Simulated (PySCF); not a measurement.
# B3LYP/6-31G(d) (spherical functions) run of BrF (bromine fluoride)

What is the vertical ionisation energy of BrF (bromine fluoride) at B3LYP/6-31G* (spherical functions)? Input form: a Python script.

Program for the calculation: PySCF 2.14.0.

7 further runs of the same task are left out: 7 set aside as unsound or not needed.

**1. The system as given**

The species is BrF (2 atoms), meant as a singlet with charge 0. As SMILES, `FBr`. The shape is that of a GFN2-xTB optimisation.

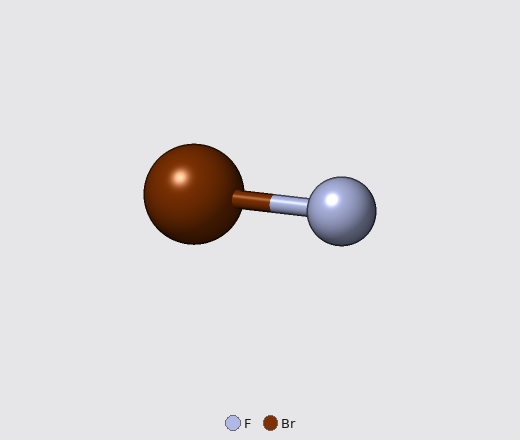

The structure, seen from a chosen angle (fluorine light blue, bromine brown).

**2. The energy at B3LYP/6-31G(d) (spherical functions)**

run.py reads:

```python
from pyscf import gto, dft

mol = gto.M(
    atom='''
F      0.000000     0.000000     0.000000
Br     0.000000     0.000000     3.401394
''',
    verbose=3,
    max_memory=1860,
    unit='bohr',
    charge=0,
    basis='6-31g*',
)

ks = dft.RKS(mol)
ks.xc = 'b3lyp'
ks.conv_tol = 1e-10
ks.grids.level = 5
ks.kernel()
if not ks.converged:
    ks = ks.newton().run(ks.mo_coeff, ks.mo_occ)

etot = ks.e_tot
print('E = %.10f Eh' % etot)
```

The run is started by

```bash
$ OMP_NUM_THREADS=1 python run.py
```

Log:

```text
converged SCF energy = -2673.63929976882
E = -2673.6392997688 Eh
```

Run time: 2.1 s. Hardware: 1 thread of Intel Xeon 6975P-C (Granite Rapids), shared host; peak memory 0.25 GiB.

**3. The doublet cation**

geometry.xyz reads:

```xyz
2

F      0.000000     0.000000     0.000000
Br     0.000000     0.000000     1.799940
```

job.py reads:

```python
from pyscf import gto, dft

mol = gto.Mole()
mol.atom = 'geometry.xyz'
mol.charge = 1
mol.basis = '6-31g*'
mol.spin = 1
mol.verbose = 3
mol.max_memory = 1860
mol.build()

ks = dft.UKS(mol, xc='b3lyp')
ks.conv_tol = 1e-10
ks.grids.level = 5
ks.kernel()
if not ks.converged:
    ks = ks.newton().run(ks.mo_coeff, ks.mo_occ)

etot = ks.e_tot
print('Final energy', etot)
```

The run is started by

```bash
$ OMP_NUM_THREADS=1 python job.py
```

Log:

```text
WARN: HOMO -0.31219205328272 >= LUMO -0.312192053282715

converged SCF energy = -2673.20562557642  <S^2> = 0.75189741  2S+1 = 2.0018965
Final energy -2673.2056255764164
```

It took 4.2 s on 1 thread of Intel Xeon 6975P-C (Granite Rapids), shared host; peak memory 0.26 GiB.

**4. What came out**

Level: B3LYP/6-31G* (spherical functions).

| quantity | value |
| --- | --- |
| singlet BrF: total energy | -2673.63930 Eh |
| singlet BrF: dipole moment | 1.45 D |
| singlet BrF: HOMO energy | -8.41 eV |
| singlet BrF: LUMO energy | -3.67 eV |
| singlet BrF: HOMO–LUMO gap | 4.73 eV |
| doublet cation: total energy | -2673.20563 Eh |
| doublet cation: HOMO energy (highest over α and β) | -17.24 eV |
| doublet cation: LUMO energy (lowest over α and β) | -15.22 eV |
| doublet cation: ⟨S²⟩ | 0.752 |
| vertical ionisation energy (to the doublet cation) | 11.801 eV |

The vertical ionisation energy comes to 11.80 eV (1139 kJ/mol). −ε(HOMO) before ionisation, 8.41 eV, is 3.40 eV below this ionisation energy.
